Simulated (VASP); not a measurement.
Band structure of SiC (wurtzite). These are PBE GGA with D3 dispersion (zero damping), VASP's PBE PAW potentials (set 64) (plane waves; VASP 6.6.1) values and carry that method's errors.

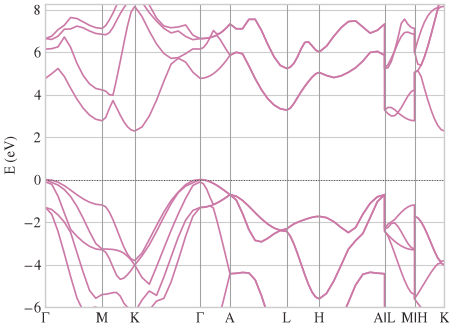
Figure. Bands along high-symmetry lines, zero at the valence-band maximum or, without a gap, the Fermi level

Task: Read the plot: is there a gap, and where are the band edges?

Result: The gap is indirect, 2.29 eV, from the valence maximum at Γ to the conduction minimum at K. (Edges off the drawn lines would not show.)

Measured: gap 3.33 eV (computed value off by -1.04 eV), as given by Daiki Deguchi et al., Japanese Journal of Applied Physics (2016), arXiv:1512.06930.

The compound is SiC in the wurtzite structure, the rare 2H polytype. It was relaxed first.
